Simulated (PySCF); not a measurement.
Input

```
{"job": {"kind": "nmr", "xc": "PBE0", "basis": "pcSseg-1"}, "charge": 0, "multiplicity": 1}
Cl     2.719865    -1.689219    -1.867375
C      2.623338    -0.605438    -0.574380
N      3.624883    -0.140566     0.112191
N      3.118401     0.682277     1.042120
C      1.827681     0.702528     0.905352
N      1.435218    -0.103048    -0.120873
C      0.101525    -0.375596    -0.596050
C     -0.683126     0.921951    -0.886164
C     -1.771241     0.992088     0.185907
C     -2.098620    -0.475185     0.446544
C     -0.724350    -1.141588     0.458808
H      1.156458     1.275107     1.510131
H      0.220949    -0.969195    -1.506255
H     -1.139655     0.855165    -1.873555
H     -0.029382     1.793274    -0.876524
H     -2.635291     1.565316    -0.144316
H     -1.383737     1.452788     1.095732
H     -2.701146    -0.871845    -0.371505
H     -2.638408    -0.629010     1.379053
H     -0.261327    -1.016005     1.439079
H     -0.770956    -2.206855     0.241609
```

Run with:

```sh
OMP_NUM_THREADS=1 python probes_run.py task.json out
```

Geometry: GFN2-xTB.

Theory: PBE0/pcSseg-1, SCF density, gas phase, non-relativistic (PySCF).

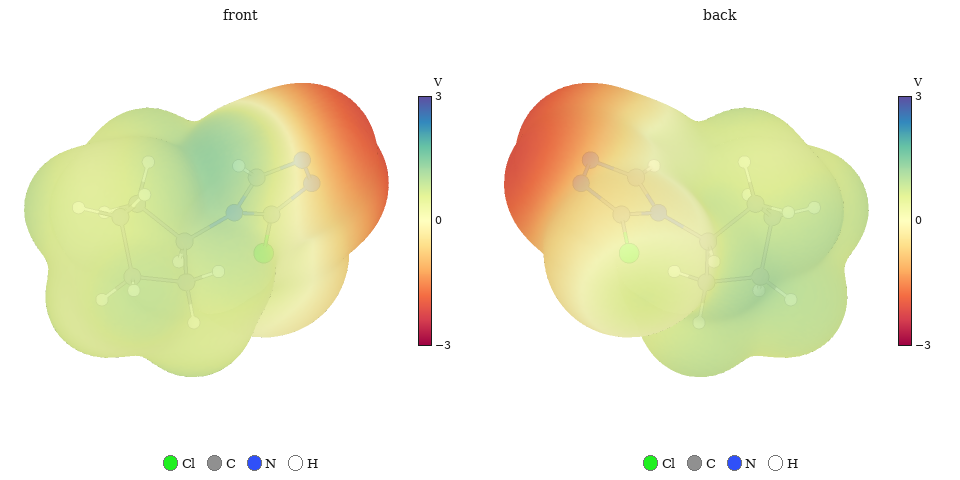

C$_{7}$H$_{10}$ClN$_{3}$ (SMILES Clc1nncn1C1CCCC1). The electrostatic potential painted on the density surface at 0.001 e/bohr³, seen from the front and from behind; the colour scale runs from red (negative) to blue (positive).

Where is the surface potential most negative and most positive?

Answer. The most negative region (about −2.0 V, or −46 kcal/mol for a unit charge) lies over N3 and N4, the most positive (about +1.3 V, or +30 kcal/mol for a unit charge) over H12 and H17. Cl1 shows a σ-hole: about +0.6 V, or +14 kcal/mol for a unit charge at the tip opposite its bond, against about 0.0 V on its flanks.
